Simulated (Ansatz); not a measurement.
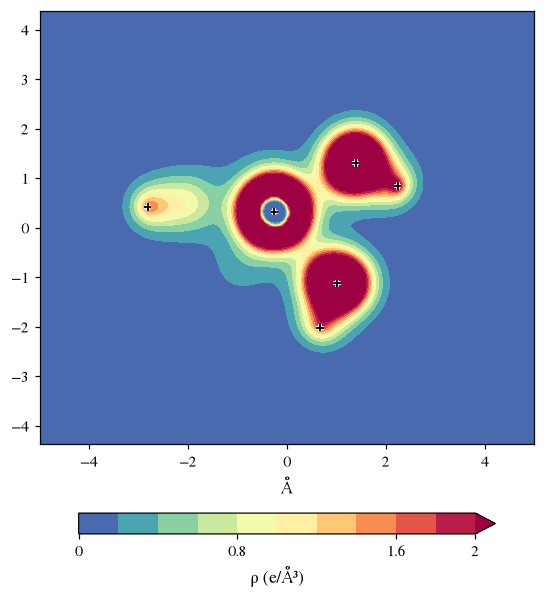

The electron density on a plane through atoms (crosses mark nuclei in the plane).

All numbers below come from Ansatz 0.2.0, RKS B3LYP-D4/def2-SVP.

Candidates:
A. H6O4W···HF
B. AlH3O3
C. H4OSi···HCl

Which candidate gave the map?

Candidate A: H6O4W···HF on the plane of atoms W1, O5 and H6, which holds W, H and O. W–O (1.91 Å): ρ at the midpoint is about 1.1 e/Å³.
